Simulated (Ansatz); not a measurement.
## HgTe (zinc blende): map of one atom of the cell

Starting cell, HgTe (zinc blende):

```xyz
2
Lattice="0.0000 3.2549 3.2549 3.2549 0.0000 3.2549 3.2549 3.2549 0.0000" Properties=species:S:1:pos:R:3 pbc="T T T"
Te     4.8823     4.8823     4.8823
Hg     0.0000     0.0000     0.0000
```

Two-dimensional scan of atom 1 (Te, nearest neighbour Hg at 2.819 Å; its periodic images, 4.6 Å or more away, move with it): u runs along (1.000, 0.000, 0.000), v along (0.000, 1.000, 0.000) (Cartesian). Cell and other atoms are fixed.

These are PBEsol (plane waves to 420 eV, PAW, scalar-relativistic; Ansatz, a quantum-chemistry and plane-wave program) values and carry that method's errors. k mesh 7×7×7 (Γ-centred), Fermi-Dirac smearing 0.05 eV. The energy includes the smearing's −TS. Points where atoms come too close for the PAW data are left out (x in tables, blank in figures). With partly filled bands, energies and forces of such displacements shift with the k mesh and the smearing. At this level the bands of HgTe touch or barely overlap. HgTe was relaxed with its symmetry unable to fall. Spin-orbit coupling is left out, though Hg and Te are heavy. The zero of ΔE is the undisplaced structure. Axes are in Å.

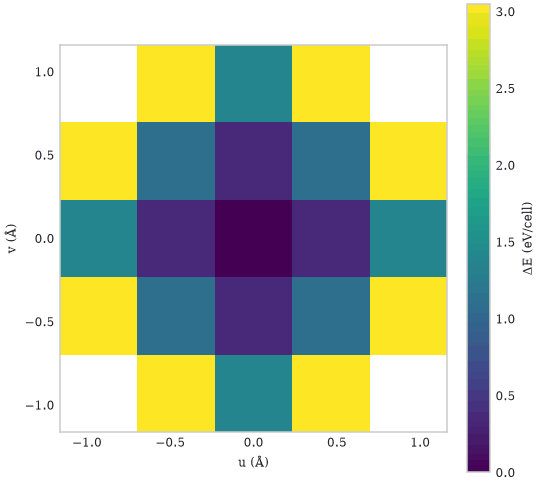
Figure: ΔE (eV/cell) over the 5×5 grid of computed points.

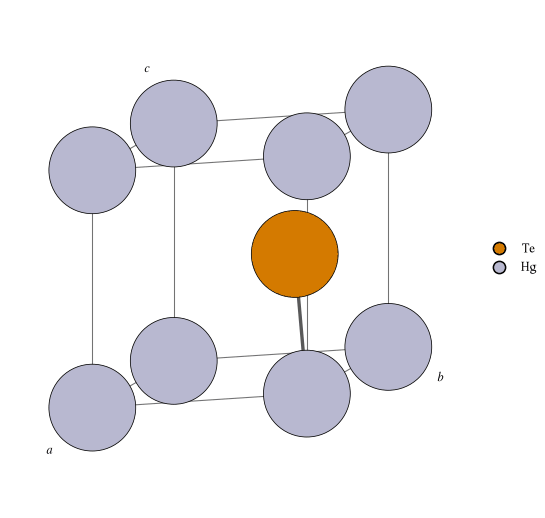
*The cell of the calculation at u = -0.465 Å, v = -0.930 Å.*

Lowest place on the grid: u = 0.000 Å, v = 0.000 Å (0 meV/cell).

(A displaced cell: forces are minus the slopes of the energy, force constants its curvatures, and phonons follow from these.)
